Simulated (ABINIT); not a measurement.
# Beyond one shot: MoS2 (P6_3/mmc), part 2 of 2

How far does self-consistency move the gap of MoS2 (P6_3/mmc)?

ABINIT 10.8.3; PBE and many-body steps on it, plane waves. Known limits of the many-body steps: not at the basis limit; no spin-orbit coupling; coarse k mesh.

So far. Step 5 (evGW0, cycle 1): Against G0W0 in ABINIT (6×6×1 mesh, 156 bands, screening to 130.6 eV, Godby-Needs plasmon pole), the gap moves by +0.080 eV. This first cycle still uses the starting levels; it takes the full correction, at all points of the mesh, and its linearised value is 1.189 eV. Step 6 (evGW0, cycle 2): Against the cycle before, the gap moves by −0.053 eV.

The database entry behind the starting cell differs from later determinations by our own check (about 0.3 % long), so it need not match the best structure at ambient conditions.

## Step 7: evGW0, cycle 3

Level of this step: evGW0 on PBE, plane waves, norm-conserving pseudopotentials (ABINIT).

run.abi reads:

```
acell 3*1.0 Angstrom
rprim 
  3.169000000004 -0.000000000001 0.000000000000
  -1.584500000001 2.744434504597 0.000000000000
  0.000000000000 0.000000000000 12.324000000000
ntypat 2
znucl 42 16
natom 6
typat 1 1 2 2 2 2
xred 
  0.333333333333 0.666666666667 0.250000000000
  0.666666666667 0.333333333333 0.750000000000
  0.333333333333 0.666666666667 0.623000000000
  0.666666666667 0.333333333333 0.123000000000
  0.333333333333 0.666666666667 0.877000000000
  0.666666666667 0.333333333333 0.377000000000
pp_dirpath "pseudos"
pseudos "Mo.upf, S.upf"
ecut 36
ngkpt 6 6 1
nshiftk 1
shiftk 0 0 0
kptopt 1
chksymbreak 0
istwfk *1
occopt 1
irdwfk 1
optdriver 4
nband 156
gwcalctyp 10
ecutsigx 36
symsigma 1
nkptgw 7
kptgw 
  0.0000000000 0.0000000000 0.0000000000
  0.1666666667 0.0000000000 0.0000000000
  0.3333333333 0.0000000000 0.0000000000
  0.5000000000 0.0000000000 0.0000000000
  0.1666666667 0.1666666667 0.0000000000
  0.3333333333 0.1666666667 0.0000000000
  0.3333333333 0.3333333333 0.0000000000
bdgw 
  13 34
  13 34
  13 34
  13 34
  13 34
  13 34
  13 34
ecuteps 4.8
irdscr 1
ppmodel 1
irdqps 1
indata_prefix "in"
outdata_prefix "out"
tmpdata_prefix "tmp"
```

Run with:

```bash
$ OMP_NUM_THREADS=1 mpirun -n 8 abinit run.abi > log
```

Numbers of over 12 decimals in the logs are rounded to 6 here.

Output:

```text
.Version 10.8.3 of ABINIT. v10.8.2 released Aug 2026.

 Symmetries : space group P6_3/m m c (#194); Bravais hP (primitive hexag.)
[... echo of the input left out ...]
== DATASET  1 ==================================================================
-   mpi_nproc: 8, omp_nthreads: 1 (-1 if OMP is not activated)

--- !DatasetInfo
iteration_state: {dtset: 1, }
dimensions: {natom: 6, nkpt: 7, mband: 156, nsppol: 1, nspinor: 1, nspden: 1, mpw: 7481, }
cutoff_energies: {ecut:  36.0, pawecutdg:  -1.0, }
[...]
.  kptgw no:  5; Maximum DeltaE = (  -0.005  -0.000) for band index: 22
.  kptgw no:  6; Maximum DeltaE = (  -0.009  -0.000) for band index:  1
.  kptgw no:  7; Maximum DeltaE = (  -0.011   0.000) for band index: 21

== END DATASET(S) ==============================================================
================================================================================

 -outvars: echo values of variables after computation  --------
           etotal      0.0000000000E+00
            nband         156
             nkpt           7
          spgroup         194
 [... the other variables as echoed above ...]

 Calculation completed.
```

It took 4.9 min on 8 MPI ranks of Intel Xeon Platinum 8488C (Sapphire Rapids), shared host; peak memory 4.8 GiB; 39 min of CPU time.

Numbers from this step:

```yaml
quasiparticle_gap_on_the_mesh: 1.224 eV
gap_of_the_density_functional_on_the_mesh: 0.8887 eV
k_of_the_valence_top: 0, 0, 0
k_of_the_conduction_bottom: 0.1667, 0.1667, 0
least_direct_quasiparticle_gap_on_the_computed_points: 2.218 eV
```

Against the cycle before, the gap moves by +0.008 eV.

## Step 8: Screening, 6×6×1 mesh, 156 bands, screening to 130.6 eV

This step: RPA screening on PBE, plane waves, norm-conserving pseudopotentials.

run.abi, as its differences from that of step 7:

```diff
@@ -27,28 +27,13 @@
 irdwfk 1
-optdriver 4
+optdriver 3
 nband 156
+ecuteps 4.8
+inclvkb 2
+awtr 1
+symchi 1
 gwcalctyp 10
-ecutsigx 36
-symsigma 1
-nkptgw 7
-kptgw 
-  0.0000000000 0.0000000000 0.0000000000
-  0.1666666667 0.0000000000 0.0000000000
-  0.3333333333 0.0000000000 0.0000000000
-  0.5000000000 0.0000000000 0.0000000000
-  0.1666666667 0.1666666667 0.0000000000
-  0.3333333333 0.1666666667 0.0000000000
-  0.3333333333 0.3333333333 0.0000000000
-bdgw 
-  13 34
-  13 34
-  13 34
-  13 34
-  13 34
-  13 34
-  13 34
-ecuteps 4.8
-irdscr 1
-ppmodel 1
-irdqps 1
+mbpt_sciss 0.548 eV
+nqptdm 1
+qptdm 
+  0 0 0
 indata_prefix "in"
```

Output:

```text
.Version 10.8.3 of ABINIT. v10.8.2 released Aug 2026.

 Symmetries : space group P6_3/m m c (#194); Bravais hP (primitive hexag.)
[... echo of the input left out ...]
== DATASET  1 ==================================================================
-   mpi_nproc: 8, omp_nthreads: 1 (-1 if OMP is not activated)

--- !DatasetInfo
iteration_state: {dtset: 1, }
dimensions: {natom: 6, nkpt: 7, mband: 156, nsppol: 1, nspinor: 1, nspden: 1, mpw: 7481, }
cutoff_energies: {ecut:  36.0, pawecutdg:  -1.0, }
electrons: {nelect:   5.20000000E+01, charge:   0.00000000E+00, occopt:   1.00000000E+00, tsmear:   1.00000000E-02, }

 SCREENING: Calculation of the susceptibility and dielectric matrices

 Based on a program developped by R.W. Godby, V. Olevano, G. Onida, and L. Reining.
 Incorporated in ABINIT by V. Olevano, G.-M. Rignanese, and M. Torrent.
.Using double precision arithmetic ; gwpc =  8

[... cell and pseudopotentials left out ...]
--------------------------------------------------------------------------------

 ==== K-mesh for the wavefunctions ====
 Number of points in the irreducible wedge :     7
[... list of points left out ...]
 Together with 24 symmetry operations and time-reversal symmetry
 yields    36 points in the full Brillouin Zone.

 ==== Q-mesh for the screening function ====
 Number of points in the irreducible wedge :     7
[... list of points left out ...]
 Together with 24 symmetry operations and time-reversal symmetry
 yields    36 points in the full Brillouin Zone.

 setmesh: FFT mesh size selected  =    20x   20x   90
          total number of points  =        36000

 vcoul_init : cutoff-mode = AUXILIARY_FUNCTION
 q-points for optical limit:   1
     1)      0.000010    0.000020    0.000030

 Dielectric matrix will be calculated only for some
 selected q points provided by the user through the input variables
 nqptdm and qptdm

- screening: taking advantage of time-reversal symmetry
- Maximum band index for partially occupied states nbvw = 26
- Remaining bands to be divided among processors   nbcw = 130
- Number of bands treated by each node ~16

 rdqps: reading QP wavefunctions of the previous step
        looking for file in_QPS
 file not found, 1st iteration initialized with KS eigenelements

 screening : performing a first self-consistency
 update of the energies in W by a scissor operator
 applying a scissor operator of [eV] :   0.548

 Number of electrons calculated from density =   52.0000; Expected =   52.0000
 average of density, n =  0.071892
 r_s =    1.4919
 omega_plasma =   25.8640 [eV]

 calculating chi0 at frequencies [eV] :
  1    0.000000E+00    0.000000E+00
  2    0.000000E+00    2.586399E+01

--------------------------------------------------------------------------------
  q-point number  1        q = ( 0.000000, 0.000000, 0.000000) [r.l.u.]
--------------------------------------------------------------------------------
[... chi0 elements left out ...]
 For q-point:  0.000010 0.000020 0.000030
  dielectric constant =  12.7598
  dielectric constant without local fields =  14.1667

  Average fulfillment of the sum rule on Im[epsilon] for q-point    1 :     80.13  [%]
[... wings left out ...]
== END DATASET(S) ==============================================================
================================================================================

 -outvars: echo values of variables after computation  --------
           etotal      0.0000000000E+00
            nband         156
             nkpt           7
          spgroup         194
 [... the other variables as echoed above ...]

 Calculation completed.
```

Wall time 26 s (8 MPI ranks); peak memory 2.7 GiB.

This step gave:

```yaml
eps_infinity_with_local_fields_on_this_mesh_along_the_program_s_q_direction: 12.76
the_same_without_local_fields: 14.17
plasma_frequency: 25.86 eV
plane_waves_in_the_screening_matrix: 341
```

This screening uses the functional's bands under a rigid shift, the mean opening of the cycle before.

## Step 9: Screening, 6×6×1 mesh, 156 bands, screening to 130.6 eV

This step: RPA screening on PBE from quasiparticle energies, plane waves, norm-conserving pseudopotentials.

run.abi, as its differences from that of step 8:

```diff
@@ -33,7 +33,12 @@
 symchi 1
+irdqps 1
 gwcalctyp 10
-mbpt_sciss 0.548 eV
-nqptdm 1
+nqptdm 6
 qptdm 
-  0 0 0
+  0.1666666667 0.0000000000 0.0000000000
+  0.3333333333 0.0000000000 0.0000000000
+  0.5000000000 0.0000000000 0.0000000000
+  0.1666666667 0.1666666667 0.0000000000
+  0.3333333333 0.1666666667 0.0000000000
+  0.3333333333 0.3333333333 0.0000000000
 indata_prefix "in"
```

mrgscr.stdin reads:

```
2
merged
q0_SCR
out_SCR
1
```

Run with:

```bash
$ OMP_NUM_THREADS=1 mpirun -n 8 abinit run.abi > log; mrgscr < mrgscr.stdin
```

Output:

```text
.Version 10.8.3 of ABINIT. v10.8.2 released Aug 2026.

 Symmetries : space group P6_3/m m c (#194); Bravais hP (primitive hexag.)
[... echo of the input left out ...]
== DATASET  1 ==================================================================
-   mpi_nproc: 8, omp_nthreads: 1 (-1 if OMP is not activated)

--- !DatasetInfo
iteration_state: {dtset: 1, }
dimensions: {natom: 6, nkpt: 7, mband: 156, nsppol: 1, nspinor: 1, nspden: 1, mpw: 7481, }
cutoff_energies: {ecut:  36.0, pawecutdg:  -1.0, }
[...]
q-point number  1        q = ( 0.166667, 0.000000, 0.000000) [r.l.u.]
--------------------------------------------------------------------------------
[... chi0 elements left out ...]
  Average fulfillment of the sum rule on Im[epsilon] for q-point    2 :     83.26  [%]

--------------------------------------------------------------------------------
  q-point number  2        q = ( 0.333333, 0.000000, 0.000000) [r.l.u.]
--------------------------------------------------------------------------------
[... chi0 elements left out ...]
  Average fulfillment of the sum rule on Im[epsilon] for q-point    3 :     75.53  [%]

 [... 4 further q-points ...]
```

Elapsed: 44 s, on 8 MPI ranks; peak memory 2.3 GiB; 5.8 min of CPU time.

This step gave:

```
plasma frequency                    : 25.86 eV
plane waves in the screening matrix : 341
```

This screening reads the quasiparticle levels of the cycle before.

## Step 10: evGW, cycle 1

This step: evGW on PBE, plane waves, norm-conserving pseudopotentials.

run.abi, as its differences from that of step 9:

```diff
@@ -27,12 +27,10 @@
 irdwfk 1
-optdriver 3
+optdriver 4
 nband 156
-ecuteps 4.8
-inclvkb 2
-awtr 1
-symchi 1
-irdqps 1
 gwcalctyp 10
-nqptdm 6
-qptdm 
+ecutsigx 36
+symsigma 1
+nkptgw 7
+kptgw 
+  0.0000000000 0.0000000000 0.0000000000
   0.1666666667 0.0000000000 0.0000000000
@@ -43,2 +41,14 @@
   0.3333333333 0.3333333333 0.0000000000
+bdgw 
+  13 34
+  13 34
+  13 34
+  13 34
+  13 34
+  13 34
+  13 34
+ecuteps 4.8
+irdscr 1
+ppmodel 1
+irdqps 1
 indata_prefix "in"
```

Run with:

```bash
$ OMP_NUM_THREADS=1 mpirun -n 8 abinit run.abi > log
```

Output:

```text
.Version 10.8.3 of ABINIT. v10.8.2 released Aug 2026.

 Symmetries : space group P6_3/m m c (#194); Bravais hP (primitive hexag.)
[... echo of the input left out ...]
== DATASET  1 ==================================================================
-   mpi_nproc: 8, omp_nthreads: 1 (-1 if OMP is not activated)

--- !DatasetInfo
iteration_state: {dtset: 1, }
dimensions: {natom: 6, nkpt: 7, mband: 156, nsppol: 1, nspinor: 1, nspden: 1, mpw: 7481, }
cutoff_energies: {ecut:  36.0, pawecutdg:  -1.0, }
[...]
.  kptgw no:  5; Maximum DeltaE = (  -0.028   0.002) for band index:  3
.  kptgw no:  6; Maximum DeltaE = (  -0.047  -0.000) for band index:  1
.  kptgw no:  7; Maximum DeltaE = (  -0.024  -0.000) for band index:  4

== END DATASET(S) ==============================================================
================================================================================

 -outvars: echo values of variables after computation  --------
           etotal      0.0000000000E+00
            nband         156
             nkpt           7
          spgroup         194
 [... the other variables as echoed above ...]

 Calculation completed.
```

Elapsed: 4.9 min, on 8 MPI ranks; peak memory 4.8 GiB.

This step gave:

- quasiparticle gap on the mesh: 1.286 eV
- gap of the density functional on the mesh: 0.8887 eV
- k of the valence top: 0, 0, 0
- k of the conduction bottom: 0.1667, 0.1667, 0
- least direct quasiparticle gap on the computed points: 2.273 eV

Against G0W0 in ABINIT (6×6×1 mesh, 156 bands, screening to 130.6 eV, Godby-Needs plasmon pole), the gap moves by +0.097 eV.

## Step 11: Screening, 6×6×1 mesh, 156 bands, screening to 130.6 eV

This step: RPA screening on PBE, plane waves, norm-conserving pseudopotentials.

run.abi, as its differences from that of step 10:

```diff
@@ -27,28 +27,13 @@
 irdwfk 1
-optdriver 4
+optdriver 3
 nband 156
+ecuteps 4.8
+inclvkb 2
+awtr 1
+symchi 1
 gwcalctyp 10
-ecutsigx 36
-symsigma 1
-nkptgw 7
-kptgw 
-  0.0000000000 0.0000000000 0.0000000000
-  0.1666666667 0.0000000000 0.0000000000
-  0.3333333333 0.0000000000 0.0000000000
-  0.5000000000 0.0000000000 0.0000000000
-  0.1666666667 0.1666666667 0.0000000000
-  0.3333333333 0.1666666667 0.0000000000
-  0.3333333333 0.3333333333 0.0000000000
-bdgw 
-  13 34
-  13 34
-  13 34
-  13 34
-  13 34
-  13 34
-  13 34
-ecuteps 4.8
-irdscr 1
-ppmodel 1
-irdqps 1
+mbpt_sciss 0.621 eV
+nqptdm 1
+qptdm 
+  0 0 0
 indata_prefix "in"
```

Output:

```text
.Version 10.8.3 of ABINIT. v10.8.2 released Aug 2026.

 Symmetries : space group P6_3/m m c (#194); Bravais hP (primitive hexag.)
[... echo of the input left out ...]
== DATASET  1 ==================================================================
-   mpi_nproc: 8, omp_nthreads: 1 (-1 if OMP is not activated)

--- !DatasetInfo
iteration_state: {dtset: 1, }
dimensions: {natom: 6, nkpt: 7, mband: 156, nsppol: 1, nspinor: 1, nspden: 1, mpw: 7481, }
cutoff_energies: {ecut:  36.0, pawecutdg:  -1.0, }
[...]
[... chi0 elements left out ...]
 For q-point:  0.000010 0.000020 0.000030
  dielectric constant =  12.5649
  dielectric constant without local fields =  13.9344

  Average fulfillment of the sum rule on Im[epsilon] for q-point    1 :     80.53  [%]
[... wings left out ...]
== END DATASET(S) ==============================================================
================================================================================

 -outvars: echo values of variables after computation  --------
           etotal      0.0000000000E+00
            nband         156
             nkpt           7
          spgroup         194
 [... the other variables as echoed above ...]

 Calculation completed.
```

Elapsed: 27 s, on 8 MPI ranks; peak memory 2.7 GiB.

This step gave:

```yaml
eps_infinity_with_local_fields_on_this_mesh_along_the_program_s_q_direction: 12.56
the_same_without_local_fields: 13.93
plasma_frequency: 25.86 eV
plane_waves_in_the_screening_matrix: 341
```

This screening uses the functional's bands under a rigid shift, the mean opening of the cycle before.

## Step 12: Screening, 6×6×1 mesh, 156 bands, screening to 130.6 eV

This step: RPA screening on PBE from quasiparticle energies, plane waves, norm-conserving pseudopotentials.

run.abi, as its differences from that of step 11:

```diff
@@ -33,7 +33,12 @@
 symchi 1
+irdqps 1
 gwcalctyp 10
-mbpt_sciss 0.621 eV
-nqptdm 1
+nqptdm 6
 qptdm 
-  0 0 0
+  0.1666666667 0.0000000000 0.0000000000
+  0.3333333333 0.0000000000 0.0000000000
+  0.5000000000 0.0000000000 0.0000000000
+  0.1666666667 0.1666666667 0.0000000000
+  0.3333333333 0.1666666667 0.0000000000
+  0.3333333333 0.3333333333 0.0000000000
 indata_prefix "in"
```

mrgscr.stdin is that of step 9.

Run with:

```bash
$ OMP_NUM_THREADS=1 mpirun -n 8 abinit run.abi > log; mrgscr < mrgscr.stdin
```

Output:

```text
.Version 10.8.3 of ABINIT. v10.8.2 released Aug 2026.

 Symmetries : space group P6_3/m m c (#194); Bravais hP (primitive hexag.)
[... echo of the input left out ...]
== DATASET  1 ==================================================================
-   mpi_nproc: 8, omp_nthreads: 1 (-1 if OMP is not activated)

--- !DatasetInfo
iteration_state: {dtset: 1, }
dimensions: {natom: 6, nkpt: 7, mband: 156, nsppol: 1, nspinor: 1, nspden: 1, mpw: 7481, }
cutoff_energies: {ecut:  36.0, pawecutdg:  -1.0, }
[...]
q-point number  1        q = ( 0.166667, 0.000000, 0.000000) [r.l.u.]
--------------------------------------------------------------------------------
[... chi0 elements left out ...]
  Average fulfillment of the sum rule on Im[epsilon] for q-point    2 :     83.83  [%]

--------------------------------------------------------------------------------
  q-point number  2        q = ( 0.333333, 0.000000, 0.000000) [r.l.u.]
--------------------------------------------------------------------------------
[... chi0 elements left out ...]
  Average fulfillment of the sum rule on Im[epsilon] for q-point    3 :     75.85  [%]

 [... 4 further q-points ...]
```

Wall time 43 s (8 MPI ranks); peak memory 2.3 GiB.

Numbers from this step:

* plasma frequency: 25.86 eV
* plane waves in the screening matrix: 341

This screening reads the quasiparticle levels of the cycle before.

## Step 13: evGW, cycle 2

This step: evGW on PBE, plane waves, norm-conserving pseudopotentials.

run.abi, as its differences from that of step 12:

```diff
@@ -27,12 +27,10 @@
 irdwfk 1
-optdriver 3
+optdriver 4
 nband 156
-ecuteps 4.8
-inclvkb 2
-awtr 1
-symchi 1
-irdqps 1
 gwcalctyp 10
-nqptdm 6
-qptdm 
+ecutsigx 36
+symsigma 1
+nkptgw 7
+kptgw 
+  0.0000000000 0.0000000000 0.0000000000
   0.1666666667 0.0000000000 0.0000000000
@@ -43,2 +41,14 @@
   0.3333333333 0.3333333333 0.0000000000
+bdgw 
+  13 34
+  13 34
+  13 34
+  13 34
+  13 34
+  13 34
+  13 34
+ecuteps 4.8
+irdscr 1
+ppmodel 1
+irdqps 1
 indata_prefix "in"
```

Run with:

```bash
$ OMP_NUM_THREADS=1 mpirun -n 8 abinit run.abi > log
```

Output:

```text
.Version 10.8.3 of ABINIT. v10.8.2 released Aug 2026.

 Symmetries : space group P6_3/m m c (#194); Bravais hP (primitive hexag.)
[... echo of the input left out ...]
== DATASET  1 ==================================================================
-   mpi_nproc: 8, omp_nthreads: 1 (-1 if OMP is not activated)

--- !DatasetInfo
iteration_state: {dtset: 1, }
dimensions: {natom: 6, nkpt: 7, mband: 156, nsppol: 1, nspinor: 1, nspden: 1, mpw: 7481, }
cutoff_energies: {ecut:  36.0, pawecutdg:  -1.0, }
[...]
.  kptgw no:  5; Maximum DeltaE = (   0.004  -0.000) for band index: 21
.  kptgw no:  6; Maximum DeltaE = (  -0.002   0.001) for band index:  2
.  kptgw no:  7; Maximum DeltaE = (   0.001   0.000) for band index:  9

== END DATASET(S) ==============================================================
================================================================================

 -outvars: echo values of variables after computation  --------
           etotal      0.0000000000E+00
            nband         156
             nkpt           7
          spgroup         194
 [... the other variables as echoed above ...]

 Calculation completed.
```

Run time: 4.9 min. Hardware: 8 MPI ranks; peak memory 4.8 GiB; 39 min of CPU time.

This step gave:

| Item | Value |
| --- | --- |
| quasiparticle gap on the mesh | 1.285 eV |
| gap of the density functional on the mesh | 0.8887 eV |
| k of the valence top | 0, 0, 0 |
| k of the conduction bottom | 0.1667, 0.1667, 0 |
| least direct quasiparticle gap on the computed points | 2.271 eV |

Against the cycle before, the gap moves by −0.001 eV.

## Step 14: Side by side

Times are wall times on 8 MPI ranks of Intel Xeon Platinum 8488C (Sapphire Rapids), shared host, good to a factor of about two. A run's time includes the screening step that it read.

```
           run   mesh  bands  screening cutoff (eV)  DFT gap (eV)  gap on the mesh (eV)  direct (eV)  ε∞ used   time
          G0W0  6×6×1    156                  130.6         0.889                 1.189        2.164    14.52   87 s
evGW0, cycle 1  6×6×1    156                  130.6         0.889                 1.269        2.313    14.52  6 min
evGW0, cycle 2  6×6×1    156                  130.6         0.889                 1.216        2.196    14.52  6 min
evGW0, cycle 3  6×6×1    156                  130.6         0.889                 1.224        2.218    14.52  6 min
 evGW, cycle 1  6×6×1    156                  130.6         0.889                 1.286        2.273    12.76  6 min
 evGW, cycle 2  6×6×1    156                  130.6         0.889                 1.285        2.271    12.56  6 min
```

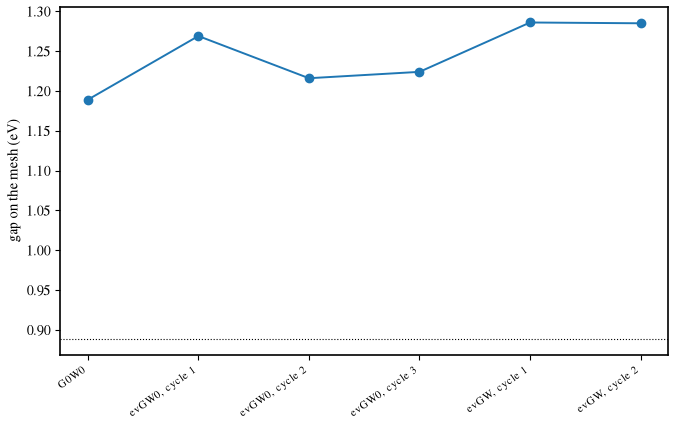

The gap through the cycles; the dotted line is the starting gap.

## Step 15: Results

| Item | Value |
| --- | --- |
| G0W0 | 1.189 eV |
| evGW0, cycle 1 | 1.269 eV |
| evGW0, cycle 2 | 1.216 eV |
| evGW0, cycle 3 | 1.224 eV |
| evGW, cycle 1 | 1.286 eV |
| evGW, cycle 2 | 1.285 eV |
| known limits | not at the basis limit; no spin-orbit coupling; coarse k mesh |

What this shows: Only the bands that the input lists are updated; the others, empty or deep, keep the functional's energies or take a rigid shift. The evGW loop starts from the last levels of evGW0, so its cycles and time come on top of those. evGW0 ends at 1.22 eV, +0.04 eV from G0W0, after 3 cycles that took 15 min beside the first screening; the last moved the gap by 0.008 eV. evGW ends at 1.29 eV, +0.10 eV from G0W0, after 2 cycles that took 12 min beside the first screening; the last moved the gap by 0.001 eV. The first cycle of evGW0 takes the full correction, without the factor Z, so it overshoots the one-shot value. Bands and cutoff are finite, so the gap is not at the basis limit. The miss can reach some tenths of an eV and take either sign; the mesh is an error of its own. The 6×6×1 mesh is coarse for this cell, which bears on the long-range parts of exchange and screening. In the updated screening the q = 0 part is built from Kohn-Sham bands under a rigid shift, the other q from the quasiparticle levels. The many-body steps are scalar-relativistic: spin-orbit coupling is not in them.

[Paths, hosts, dates, memory and timing lines, banners, echoed tables and standing remarks are left out of the program output.]

[Logs are printed without paths, hosts, clocks, repeated set-up lines and the standing remarks that a program may print on its own settings, such as how far it seeks lower states.]

[Runs of the session that timed out or met a known fault of the program may be left out.]

[Hosts, paths, dates, database ids (printed as entryN), source tags and the programs' standing remarks are cut or masked in the printed files.]

[G0W0 gaps are taken among the corrected bands and points alone; a level outside them can change the order at an edge.]

[Where Ansatz stands beside ABINIT at settings called matched, ABINIT's density can come from a denser mesh and the files from another edition; pairs whose starting gaps differed by over 0.03 eV were left out, so agreement reads better than it is.]
